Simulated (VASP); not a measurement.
Band structure of CuZn (CsCl type). Level of theory: PBE GGA with D4 dispersion, VASP's PBE PAW potentials (set 64) (plane waves; VASP).

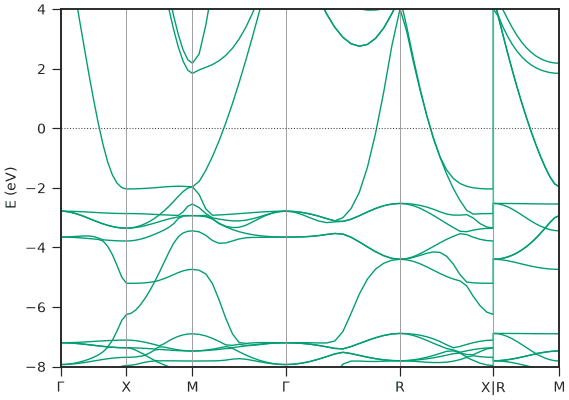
Bands along high-symmetry lines, zero at the valence-band maximum or, without a gap, the Fermi level

Task: Read the plot: is there a gap, and where are the band edges?

Result: It has no gap at this level: it comes out as a metal or semimetal. (Edges off the drawn lines would not show.)

The compound is CuZn in the CsCl type structure. It was relaxed first. The electron count is odd and the run is not spin-polarised, which forces a metal.
